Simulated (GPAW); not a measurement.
# WGe2P4 monolayer: work function by functional and basis, part 2 of 2

Aim: the work function of both faces of WGe2P4 monolayer, and its spread over functionals and bases. Where a layer proves gapped, the work function hangs on where the smearing puts the Fermi level, and the band edges take its place.

GPAW 26.7.0; GPAW, PAW setups; layer in a repeated cell with vacuum, relaxation of atoms and in-plane cell (the session's first sound run).

So far, upper work function (eV): step 3 (the slab's potential, PBE, GPAW) 5.04; step 4 (RPBE) 4.96; step 5 (LDA) 5.26; step 6 (revPBE) 4.96.

## Step 7: Self-consistent run: xc = "vdW-DF2"

Level of this step: GPAW, PAW setups; slab in vacuum (GPAW).

The same geometry under vdW-DF2, to see how far the functional moves the levels against the vacuum (the van der Waals functionals take revPBE setups).

Contents of run.py:

```python
import json
import numpy as np
from ase import Atoms
from gpaw import GPAW, PW

slab = Atoms(
    ['P', 'Ge', 'P', 'W', 'P', 'Ge', 'P'],
    positions=[
        [-0.00000, -0.00000, 9.00000],
        [-0.00000, 2.04455, 10.10614],
        [-0.00000, 2.04455, 12.46046],
        [-0.00000, 0.00000, 13.85283],
        [-0.00000, 2.04455, 15.24520],
        [-0.00000, 2.04455, 17.59952],
        [-0.00000, 0.00000, 18.70566]],
    cell=[[3.54127, 0.0, 0.0], [-1.77064, 3.06683, 0.0], [0.0, 0.0, 27.7057]],
    pbc=[True, True, False])

slab.calc = GPAW(mode=PW(400), xc='vdW-DF2', kpts={'size': (9, 9, 1), 'gamma': True},
                 occupations={'name': 'fermi-dirac', 'width': 0.05}, nbands='200%',
                 convergence={'density': 1e-05}, maxiter=200,
                 poissonsolver={'dipolelayer': 'xy'},
                 symmetry={'tolerance': 1e-3}, txt='slab.txt')
result = {}
energy = slab.get_potential_energy()
fermi = slab.calc.get_fermi_level()
v = slab.calc.get_electrostatic_potential().mean((0, 1)) - fermi
n = slab.calc.get_pseudo_density().mean((0, 1))
L = slab.cell[2, 2]
z = np.arange(len(v)) * L / len(v)
low, high = slab.positions[:, 2].min(), slab.positions[:, 2].max()
below, above = np.interp([low - 6.8, high + 6.8], z, v)
slopes = [np.interp(x, z, np.gradient(v, z)) for x in (low - 6.8, high + 6.8)]
eps = np.array([[slab.calc.get_eigenvalues(k, s) for k in range(len(slab.calc.get_ibz_k_points()))]
                for s in range(slab.calc.get_number_of_spins())]) - fermi
top, bottom = eps[eps < 0].max(), eps[eps > 0].min()
dipole = slab.get_dipole_moment()[2]
print(f'energy {energy:.4f} eV, Fermi level {fermi:.4f} eV, dipole {dipole:.5f} e A')
print(f'potential 6.8 A off the faces, from the Fermi level: lower {below:.4f} eV, upper {above:.4f} eV')
print(f'slope of the potential there: lower {slopes[0]:.5f}, upper {slopes[1]:.5f} eV/A')
print(f'nearest levels on the mesh: {top:.4f} and {bottom:.4f} eV')
print('magnetic moment', round(slab.get_magnetic_moment(), 3))
result.update(energy=energy, fermi=fermi, dipole=dipole, below=below, above=above, slopes=slopes, edges=[top, bottom],
              z=z.tolist(), v=v.tolist(), n=n.tolist(), positions=slab.positions.tolist(),
              forces=slab.get_forces(apply_constraint=False).tolist(), moments=slab.get_magnetic_moments().tolist())
json.dump(result, open('result.json', 'w'))
```

Run with:

```
> OMP_NUM_THREADS=1 OPENBLAS_NUM_THREADS=1 python run.py
```

What it wrote:

```text
energy -416.6954 eV, Fermi level 0.2891 eV, dipole 0.00093 e A
potential 6.8 A off the faces, from the Fermi level: lower 5.3517 eV, upper 5.3657 eV
slope of the potential there: lower -0.00025, upper 0.00025 eV/A
nearest levels on the mesh: -0.3680 and 0.3111 eV
magnetic moment 0.0
```

The job ended after 94 s (1 thread of Arm Neoverse V2, shared host; peak memory 0.47 GiB).

This step gave:

```
dipole along the normal                    : 9.29e-4 e·Å
levels nearest the Fermi level on the mesh : -0.3680, 0.3111 eV from the Fermi level
upper work function                        : 5.366 eV
lower work function                        : 5.352 eV
upper ionisation energy                    : 5.734 eV
```

The highest filled level lies 0.368 eV under the Fermi level, so the ionisation energy from the upper face is 5.366 + 0.368 = 5.734 eV, against 5.388 eV in the base run.

## Step 8: OptPBE vdW: xc = "optPBE-vdW"

The same geometry under optPBE-vdW, to see how far the functional moves the levels against the vacuum (the van der Waals functionals take revPBE setups).

Changes to run.py since step 7:

```diff
@@ -18,3 +18,3 @@
 
-slab.calc = GPAW(mode=PW(400), xc='vdW-DF2', kpts={'size': (9, 9, 1), 'gamma': True},
+slab.calc = GPAW(mode=PW(400), xc='optPBE-vdW', kpts={'size': (9, 9, 1), 'gamma': True},
                  occupations={'name': 'fermi-dirac', 'width': 0.05}, nbands='200%',
```

What it wrote:

```text
energy -103.5940 eV, Fermi level 0.3148 eV, dipole 0.00093 e A
potential 6.8 A off the faces, from the Fermi level: lower 5.2313 eV, upper 5.2453 eV
slope of the potential there: lower -0.00010, upper 0.00010 eV/A
nearest levels on the mesh: -0.3498 and 0.3008 eV
magnetic moment 0.0
```

Run time: 84 s. Hardware: 1 thread; peak memory 0.47 GiB.

Numbers from this step:

| Item | Value |
| --- | --- |
| dipole along the normal | 9.31e-4 e·Å |
| levels nearest the Fermi level on the mesh | -0.3498, 0.3008 eV from the Fermi level |
| upper work function | 5.245 eV |
| lower work function | 5.231 eV |
| upper ionisation energy | 5.595 eV |

The electrostatic potential energy of an electron (without an applied field's), less the Fermi level, planar mean oscillates, so the rows of the table below give means over windows of 1.73 Å about each position, cut where the curve ends. Its maxima inside the range that stand out by 2 % of the span (Å: eV): 9.5: -10.2, 11.4: 1.63, 13.0: -7.58, 14.7: -7.58, 16.3: 1.64, 18.2: -10.1. Its minima: 9.1: -13.9, 10.1: -15.0, 12.4: -12.6, 13.9: -19.1, 15.3: -12.6, 17.6: -15.0, 18.6: -13.9.

Electrostatic potential energy of an electron (without an applied field's), less the Fermi level, planar mean against z; means over each step:

```csv
z (Å),"electrostatic potential energy of an electron (without an applied field's), less the Fermi level, planar mean (eV)"
0.86,5.23
2.59,5.23
4.32,5.23
6.05,5.20
7.78,2.29
9.51,-12.3
11.24,-1.86
12.97,-11.5
14.70,-11.6
16.43,-1.82
18.16,-12.3
19.89,2.11
21.62,5.22
23.35,5.24
25.08,5.25
26.81,5.24
```

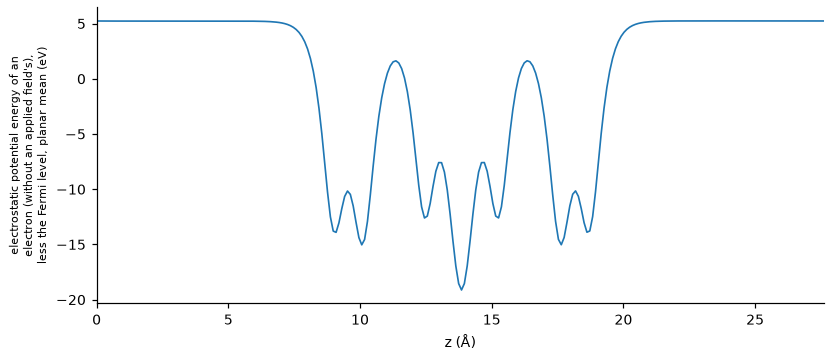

Electrostatic potential energy of an electron (without an applied field's), less the Fermi level, planar mean, plotted against z.

The highest filled level lies 0.350 eV under the Fermi level, so the ionisation energy from the upper face is 5.245 + 0.350 = 5.595 eV, against 5.388 eV in the base run.

## Step 9: Real-space grid: mode = "fd"

A real-space grid is a second complete basis, so it checks the plane-wave result.

Changes to run.py since step 8:

```diff
@@ -3,3 +3,3 @@
 from ase import Atoms
-from gpaw import GPAW, PW
+from gpaw import GPAW
 
@@ -18,3 +18,3 @@
 
-slab.calc = GPAW(mode=PW(400), xc='optPBE-vdW', kpts={'size': (9, 9, 1), 'gamma': True},
+slab.calc = GPAW(mode='fd', h=0.18, xc='PBE', kpts={'size': (9, 9, 1), 'gamma': True},
                  occupations={'name': 'fermi-dirac', 'width': 0.05}, nbands='200%',
```

What it wrote:

```text
energy -42.8925 eV, Fermi level -5.0380 eV, dipole -0.00085 e A
potential 6.8 A off the faces, from the Fermi level: lower 5.0310 eV, upper 5.0450 eV
slope of the potential there: lower -0.00000, upper 0.00000 eV/A
nearest levels on the mesh: -0.3423 and 0.2947 eV
magnetic moment 0.0
```

Wall time 2.7 min (1 thread); peak memory 0.7 GiB.

This step gave:

- dipole along the normal: -8.51e-4 e·Å
- levels nearest the Fermi level on the mesh: -0.3423, 0.2947 eV from the Fermi level
- upper work function: 5.045 eV
- lower work function: 5.031 eV
- upper ionisation energy: 5.387 eV

The electrostatic potential energy of an electron (without an applied field's), less the Fermi level, planar mean oscillates, so the rows of the table below give means over windows of 1.73 Å about each position, cut where the curve ends. Its maxima inside the range that stand out by 2 % of the span (Å: eV): 9.6: -10.2, 11.3: 1.64, 13.0: -7.49, 14.7: -7.49, 16.4: 1.65, 18.1: -10.2. Its minima: 9.0: -14.0, 10.1: -15.0, 12.5: -12.7, 13.9: -19.1, 15.2: -12.7, 17.6: -15.0, 18.7: -14.0.

Table of electrostatic potential energy of an electron (without an applied field's), less the Fermi level, planar mean by z; means over each step:

```csv
z (Å),"electrostatic potential energy of an electron (without an applied field's), less the Fermi level, planar mean (eV)"
0.86,5.03
2.59,5.03
4.32,5.03
6.05,5.01
7.78,2.19
9.51,-12.3
11.24,-1.89
12.97,-11.5
14.70,-11.6
16.43,-1.80
18.16,-12.3
19.89,2.01
21.62,5.02
23.35,5.04
25.08,5.04
26.81,5.04
```

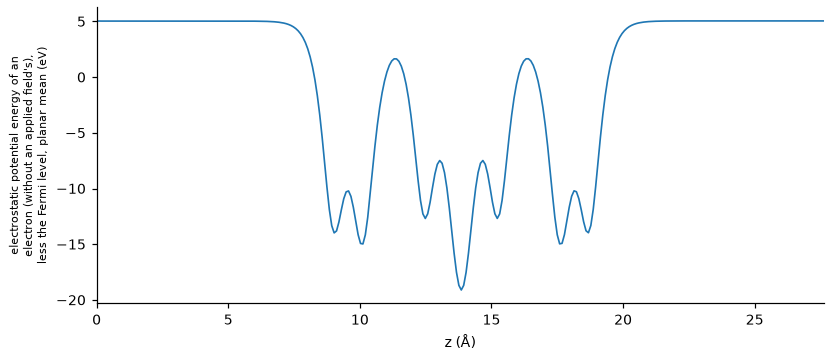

Electrostatic potential energy of an electron (without an applied field's), less the Fermi level, planar mean, plotted against z.

The highest filled level lies 0.342 eV under the Fermi level, so the ionisation energy from the upper face is 5.045 + 0.342 = 5.387 eV, against 5.388 eV in the base run.

## Step 10: Atomic orbitals: mode = "lcao"

Atom-centred orbitals end a few angstrom from the surface, which tests how much the density's tail matters.

Changes to run.py since step 9:

```diff
@@ -18,4 +18,4 @@
 
-slab.calc = GPAW(mode='fd', h=0.18, xc='PBE', kpts={'size': (9, 9, 1), 'gamma': True},
-                 occupations={'name': 'fermi-dirac', 'width': 0.05}, nbands='200%',
+slab.calc = GPAW(mode='lcao', basis='dzp', h=0.18, xc='PBE', kpts={'size': (9, 9, 1), 'gamma': True},
+                 occupations={'name': 'fermi-dirac', 'width': 0.05}, nbands='120%',
                  convergence={'density': 1e-05}, maxiter=200,
```

What it wrote:

```text
energy -41.5232 eV, Fermi level -4.8110 eV, dipole -0.00085 e A
potential 6.8 A off the faces, from the Fermi level: lower 4.8040 eV, upper 4.8180 eV
slope of the potential there: lower 0.00000, upper 0.00000 eV/A
nearest levels on the mesh: -0.3346 and 0.3055 eV
magnetic moment 0.0
```

Run time: 89 s. Hardware: 1 thread; peak memory 0.33 GiB.

This step gave:

* levels nearest the Fermi level on the mesh: -0.3346, 0.3055 eV from the Fermi level
* upper work function: 4.818 eV
* lower work function: 4.804 eV
* upper ionisation energy: 5.153 eV

The highest filled level lies 0.335 eV under the Fermi level, so the ionisation energy from the upper face is 4.818 + 0.335 = 5.153 eV, against 5.388 eV in the base run.

## Step 11: Cost and result by level

Times are for 1 thread of Arm Neoverse V2, shared host. Results by setting:

```csv
no.,run,upper ionisation energy (eV),time,memory (GiB)
1,pw,5.388,69 s,0.26
2,RPBE,5.311,69 s,0.26
3,LDA,5.592,67 s,0.26
4,revPBE,5.304,69 s,0.26
5,vdW DF2,5.734,94 s,0.47
6,optPBE vdW,5.595,84 s,0.47
7,fd,5.387,2.7 min,0.7
8,lcao,5.153,89 s,0.33
```

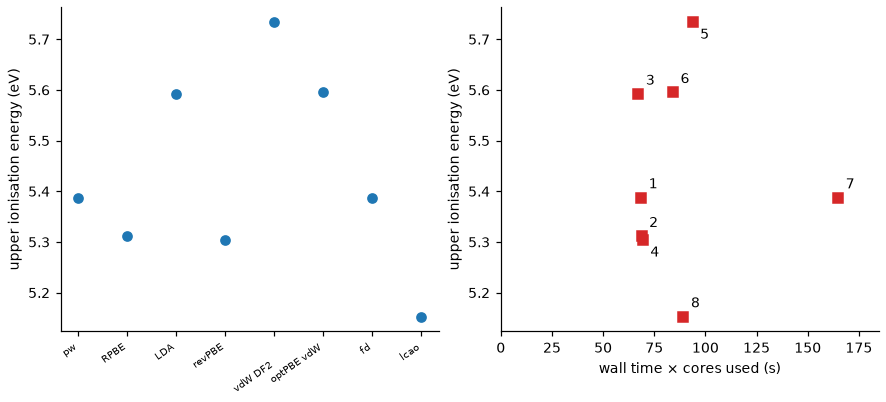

The series as plots; the last panel sets the first result against cost, with the runs numbered as in the table.

## Step 12: Side by side

Results and costs are gathered.

This step: comparison of work functions, dipole and cost (GPAW 26.7.0).

Ladder, by row:

```csv
step,code,"work function, upper (eV)","work function, lower (eV)",dipole (e Å),wall time (s),peak memory (GiB),threads
pw,GPAW,5.045,5.031,9.36e-4,68.56,0.26,1
RPBE,GPAW,4.964,4.95,9.29e-4,68.76,0.26,1
LDA,GPAW,5.259,5.245,9.54e-4,67.15,0.26,1
revPBE,GPAW,4.96,4.946,9.31e-4,69.34,0.26,1
vdW-DF2,GPAW,5.366,5.352,9.29e-4,93.7,0.47,1
optPBE-vdW,GPAW,5.245,5.231,9.31e-4,84.1,0.47,1
fd,GPAW,5.045,5.031,-8.51e-4,164.8,0.7,1
lcao,GPAW,4.818,4.804,-8.51e-4,89.19,0.33,1
```

## Step 13: A changed run

One more run, with changed settings.

This step: GPAW, PAW setups; slab in vacuum (GPAW 26.7.0).

Changes to run.py since step 10:

```diff
@@ -3,3 +3,4 @@
 from ase import Atoms
-from gpaw import GPAW
+from gpaw import GPAW, PW
+from gpaw.external import ConstantElectricField
 
@@ -18,6 +19,7 @@
 
-slab.calc = GPAW(mode='lcao', basis='dzp', h=0.18, xc='PBE', kpts={'size': (9, 9, 1), 'gamma': True},
-                 occupations={'name': 'fermi-dirac', 'width': 0.05}, nbands='120%',
-                 convergence={'density': 1e-05}, maxiter=200,
+slab.calc = GPAW(mode=PW(400), xc='PBE', kpts={'size': (9, 9, 1), 'gamma': True},
+                 occupations={'name': 'fermi-dirac', 'width': 0.05}, nbands='200%',
+                 convergence={'density': 1e-05}, maxiter=100,
                  poissonsolver={'dipolelayer': 'xy'},
+                 external=ConstantElectricField(3.0, [0, 0, 1]),
                  symmetry={'tolerance': 1e-3}, txt='slab.txt')
```

What it wrote:

```text
energy -47.0296 eV, Fermi level -2.8293 eV, dipole 3.06741 e A
potential 6.8 A off the faces, from the Fermi level: lower 37.3098 eV, upper -11.7031 eV
slope of the potential there: lower -2.06755, upper 0.04091 eV/A
nearest levels on the mesh: -0.0359 and 0.0500 eV
magnetic moment 0.0
```

Wall time 6 min (1 thread); peak memory 0.46 GiB.

The run finished. A setting was moved off its sound value on purpose, so it serves as a test and not as the result.

The fault put into the input: a field far too strong (field = 3.0).

The two runs compared:

```csv
quantity,this run,sound run,difference
dipole along the normal (e·Å),3.0674,9.360e-4,3.07
```

The two runs differ clearly in the dipole along the normal: 3.07 e·Å against 9.4e-4 e·Å.

## Step 14: Results

| Property | Result |
| --- | --- |
| work function, upper and lower face (Fermi level placed in the gap by the smearing) | 5.045 and 5.031 eV |
| ionisation energy from the upper face (highest filled level on the mesh) | 5.39 eV |
| electron affinity from the upper face (lowest empty Kohn-Sham level on the mesh) | 4.75 eV |
| dipole along the normal | 9.4e-4 e Å, near the numerical noise |

**Reading.** With plane waves and PBE the ionisation energy from the upper face is 5.39 eV and the Kohn-Sham electron affinity 4.75 eV. The levels nearest the Fermi level on the mesh lie 0.638 eV apart, so the slab is gapped there: the smearing puts the Fermi level inside the gap, and from either face the ionisation energy is the work function plus 0.34 eV. Both are Kohn-Sham levels on the mesh, and semilocal gaps are too small, so the affinity tends to come out too large and the ionisation energy too small. Work functions of a gapped slab move with the place of the Fermi level in the gap; over the runs without a planted fault the highest filled level on the mesh lies 5.15 (lcao) to 5.73 eV (vdW-DF2) under the upper vacuum level. With elements this heavy, spin-orbit coupling can move band edges by tenths of an eV. The small printed dipole stands for a step of -16 meV from the lower to the upper face, and the probes find 14 meV; values this small are near the numerical noise of both. The layer's cell and atoms come from the relaxation; spin-orbit coupling and temperature are left out.

[Logs are printed without paths, hosts, clocks, repeated set-up lines and the standing remarks that a program may print on its own settings, such as how far it seeks lower states.]

[Hosts, paths, dates, database ids (printed as entryN), source tags and the programs' standing remarks are cut or masked in the printed files.]
